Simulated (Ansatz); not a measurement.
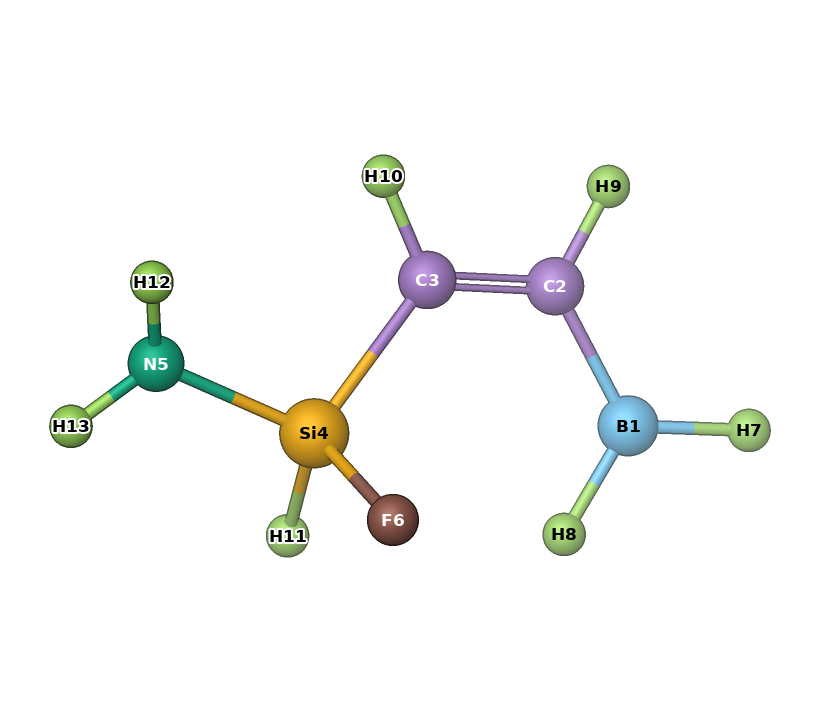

Depth is shown by fading: the farther an atom, the more it takes the colour of the background. The geometry was computed by an optimisation with PBE-D4/def2-SVP. No frequency run is at hand to confirm it as a minimum.

**Which atoms or bonds are stereogenic?**

Centres: Si4; double bonds: C2=C3.

**Assign CIP descriptors.**

Si4: R (priorities F6 > N5 > C3 > H11); C2=C3: Z.

**Give a SMILES with the stereochemistry.**

B/C=C\[Si@H](N)F
